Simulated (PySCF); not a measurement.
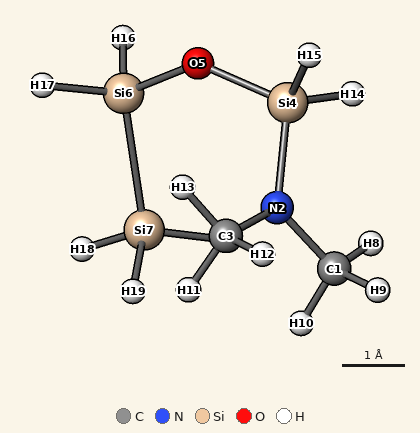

**Figure 1.** The input geometry of the first run (ball-and-stick view, seen at a tilt; atoms are numbered from 1 in the order of the input).

# What a change does: NMR shielding calculation on C$_{2}$H$_{13}$NOSi$_{3}$

System: C$_{2}$H$_{13}$NOSi$_{3}$.
Method of the first run: GIAO PBE0/pcSseg-1 NMR shielding, non-relativistic, gas phase (PySCF 2.14.0).

The geometry comes from this level: PBE0-D3(BJ)/def2-SVP. Text and figures count atoms from 1; the logs count them from 0 in places.

**Input, the first run**
```
{"job": {"kind": "nmr", "xc": "PBE0", "basis": "pcSseg-1"}, "charge": 0, "multiplicity": 1}
C     -1.618855     1.264098    -0.564643
N     -0.885716     0.596153     0.481856
C     -0.182128     1.485451     1.376420
Si    -1.189900    -1.036576     0.975718
O      0.246487    -1.865644     1.094649
Si     1.638898    -1.947346     0.178359
Si     1.646471    -0.305818    -1.502390
H     -2.121640     0.531846    -1.212982
H     -2.390995     1.952050    -0.167008
H     -0.941200     1.862297    -1.201488
H      0.549640     2.105011     0.826555
H     -0.865627     2.173211     1.912395
H      0.379900     0.912993     2.130823
H     -2.081482    -1.624730    -0.065023
H     -1.796528    -1.140313     2.333862
H      1.733669    -3.299293    -0.454071
H      2.817515    -1.774587     1.081123
H      2.827492    -0.548389    -2.393732
H      1.769257     1.080943    -0.958578
H      0.413283    -0.403207    -2.343926
```

The first line tells a small driver script what to run in PySCF; the rest is the geometry in Å.

Launched with:
```bash
OMP_NUM_THREADS=1 python <driver script> task.json out
```

Hardware: 1 CPU thread, shared host.

**Output (the first run)**
```
coarse grid: 17256 points
cycle   1  E = -1081.7387555558  dE =  3.166e-01  |g| = 7.779e-01  |ddm| = 3.884e+00
cycle   2  E = -1081.5009031432  dE =  2.379e-01  |g| = 1.343e+00  |ddm| = 1.840e+00
cycle   3  E = -1081.8484558863  dE = -3.476e-01  |g| = 1.088e-01  |ddm| = 1.374e+00
cycle   4  E = -1081.8502035579  dE = -1.748e-03  |g| = 6.318e-02  |ddm| = 1.508e-01
cycle   5  E = -1081.8510683574  dE = -8.648e-04  |g| = 1.529e-02  |ddm| = 6.715e-02
cycle   6  E = -1081.8511139376  dE = -4.558e-05  |g| = 4.068e-03  |ddm| = 1.692e-02
cycle   7  E = -1081.8511172790  dE = -3.341e-06  |g| = 6.020e-04  |ddm| = 2.948e-03
final grid: 150232 points
cycle   8  E = -1081.8986531562  dE = -2.424e-05  |g| = 9.741e-03  |ddm| = 2.672e-02
cycle   9  E = -1081.8986276889  dE =  2.547e-05  |g| = 1.487e-02  |ddm| = 1.912e-02
cycle  10  E = -1081.8986726349  dE = -4.495e-05  |g| = 1.663e-03  |ddm| = 1.243e-02
cycle  11  E = -1081.8986731815  dE = -5.465e-07  |g| = 1.867e-04  |ddm| = 1.217e-03
cycle  12  E = -1081.8986731887  dE = -7.221e-09  |g| = 6.070e-05  |ddm| = 2.074e-04
cycle  13  E = -1081.8986731893  dE = -5.703e-10  |g| = 3.045e-05  |ddm| = 7.484e-05
converged SCF energy = -1081.8986731893

GIAO shielding tensors (ppm)
atom      isotropic    diamagn.    paramagn.     s11        s22        s33       span
  0 C      145.445     244.640     -99.195    124.630    129.522    182.182     57.552
  1 N      229.922     329.481     -99.559    194.367    234.980    260.418     66.051
  2 C      147.190     245.771     -98.581    122.888    136.609    182.072     59.184
  3 Si     375.022     881.582    -506.560    356.409    369.685    398.972     42.563
  4 O      296.891     401.853    -104.961    241.111    290.951    358.612    117.500
  5 Si     381.357     879.490    -498.133    327.789    346.782    469.501    141.712
  6 Si     455.855     882.315    -426.460    450.799    456.104    460.661      9.861
  7 H       28.572      31.067      -2.495     24.748     26.458     34.510      9.762
  8 H       28.908      28.542       0.366     23.987     26.432     36.305     12.318
  9 H       28.895      31.251      -2.356     23.914     28.337     34.433     10.519
 10 H       28.925      31.520      -2.594     24.067     28.297     34.413     10.345
 11 H       28.870      28.852       0.019     24.115     26.100     36.396     12.281
 12 H       28.622      31.376      -2.754     24.123     27.365     34.378     10.255
 13 H       26.630      31.117      -4.487     23.574     24.934     31.382      7.808
 14 H       26.411      29.241      -2.830     22.447     24.522     32.264      9.817
 15 H       25.956      28.162      -2.206     22.341     24.399     31.128      8.787
 16 H       26.000      28.727      -2.727     22.634     24.279     31.086      8.452
 17 H       28.006      29.395      -1.390     24.908     25.126     33.982      9.074
 18 H       27.916      32.359      -4.443     24.449     28.078     31.221      6.772
 19 H       27.720      31.939      -4.219     24.352     27.609     31.199      6.847
```

The input of the second run differs as follows (lines with − go, lines with + come):
```diff
-"xc": "PBE0"
+"xc": "B97-2"
+"pop": false
```

Predict how the results change.

The total energies belong to different methods, so their difference says nothing on which is more stable or more accurate. The HOMO goes from −6.72 to −6.47 eV. Of all shieldings, the largest change is that of Si4, by +8.6 ppm. The functional changes from PBE0 to B97-2. The SCF takes 14 iterations against 13.

**Output (the second run)**
```
coarse grid: 17256 points
cycle   1  E = -1082.3151261663  dE =  2.940e-01  |g| = 8.039e-01  |ddm| = 3.894e+00
cycle   2  E = -1082.0289415311  dE =  2.862e-01  |g| = 1.433e+00  |ddm| = 1.995e+00
cycle   3  E = -1082.4335802130  dE = -4.046e-01  |g| = 1.145e-01  |ddm| = 1.523e+00
cycle   4  E = -1082.4355076761  dE = -1.927e-03  |g| = 7.267e-02  |ddm| = 1.715e-01
cycle   5  E = -1082.4366665761  dE = -1.159e-03  |g| = 1.625e-02  |ddm| = 7.610e-02
cycle   6  E = -1082.4367211722  dE = -5.460e-05  |g| = 4.507e-03  |ddm| = 1.893e-02
cycle   7  E = -1082.4367252991  dE = -4.127e-06  |g| = 7.520e-04  |ddm| = 3.388e-03
final grid: 150232 points
cycle   8  E = -1082.4757622983  dE = -5.293e-05  |g| = 6.604e-03  |ddm| = 2.683e-02
cycle   9  E = -1082.4757554739  dE =  6.824e-06  |g| = 8.371e-03  |ddm| = 9.739e-03
cycle  10  E = -1082.4757672984  dE = -1.182e-05  |g| = 1.674e-03  |ddm| = 7.084e-03
cycle  11  E = -1082.4757677496  dE = -4.512e-07  |g| = 3.546e-04  |ddm| = 1.351e-03
cycle  12  E = -1082.4757677746  dE = -2.505e-08  |g| = 6.487e-05  |ddm| = 2.607e-04
cycle  13  E = -1082.4757677752  dE = -5.416e-10  |g| = 3.758e-05  |ddm| = 9.630e-05
cycle  14  E = -1082.4757677755  dE = -3.438e-10  |g| = 2.928e-06  |ddm| = 3.937e-05
converged SCF energy = -1082.4757677755

GIAO shielding tensors (ppm)
atom      isotropic    diamagn.    paramagn.     s11        s22        s33       span
  0 C      144.845     244.628     -99.784    124.092    129.513    180.929     56.837
  1 N      228.719     330.002    -101.283    194.554    233.124    258.480     63.927
  2 C      146.522     245.765     -99.243    122.468    136.261    180.839     58.372
  3 Si     383.611     881.832    -498.221    365.677    378.793    406.362     40.685
  4 O      297.238     402.323    -105.085    245.182    291.039    355.493    110.311
  5 Si     387.478     879.740    -492.262    335.999    355.442    470.994    134.995
  6 Si     457.097     882.485    -425.389    452.049    457.256    461.985      9.936
  7 H       28.685      31.289      -2.604     24.913     26.591     34.551      9.638
  8 H       29.015      28.592       0.423     24.150     26.558     36.336     12.186
  9 H       28.994      31.493      -2.499     24.073     28.427     34.484     10.412
 10 H       29.018      31.767      -2.749     24.215     28.385     34.455     10.240
 11 H       28.974      28.910       0.064     24.276     26.232     36.414     12.139
 12 H       28.742      31.636      -2.895     24.298     27.498     34.429     10.131
 13 H       26.846      31.387      -4.541     23.797     25.147     31.596      7.799
 14 H       26.622      29.437      -2.815     22.681     24.733     32.452      9.771
 15 H       26.186      28.353      -2.166     22.598     24.626     31.336      8.738
 16 H       26.232      28.964      -2.732     22.889     24.513     31.293      8.404
 17 H       28.177      29.557      -1.380     25.133     25.348     34.051      8.919
 18 H       28.087      32.689      -4.602     24.654     28.278     31.330      6.676
 19 H       27.906      32.270      -4.364     24.581     27.825     31.313      6.732
```

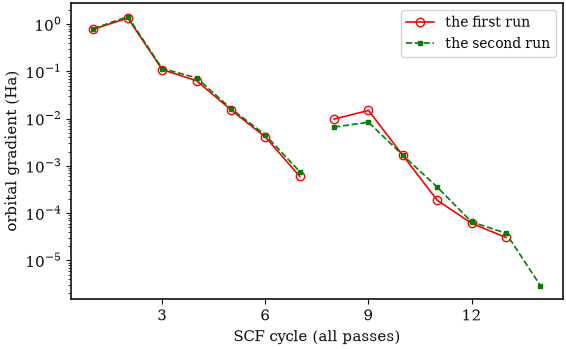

**Figure 2.** Convergence of the two runs: orbital gradient against the SCF cycle. A break in a curve parts two SCF passes (coarse and final grid). The first run takes 13 cycles in all, and the second run takes 14.

**The two runs side by side**

```tsv
quantity	the first run	the second run
outcome	converged	converged
total energy (hartree)	−1081.898673	−1082.475768
HOMO (eV)	−6.72	−6.47
LUMO (eV)	−0.01	0.01
dipole moment (D)	1.62	1.60
shielding of C1 (ppm)	145.4	144.8
shielding of N2 (ppm)	229.9	228.7
shielding of C3 (ppm)	147.2	146.5
shielding of Si4 (ppm)	375.0	383.6
shielding of O5 (ppm)	296.9	297.2
shielding of Si6 (ppm)	381.4	387.5
shielding of Si7 (ppm)	455.9	457.1
SCF iterations	13	14
basis functions	205	205
wall time (shared host)	39 s	38 s
```
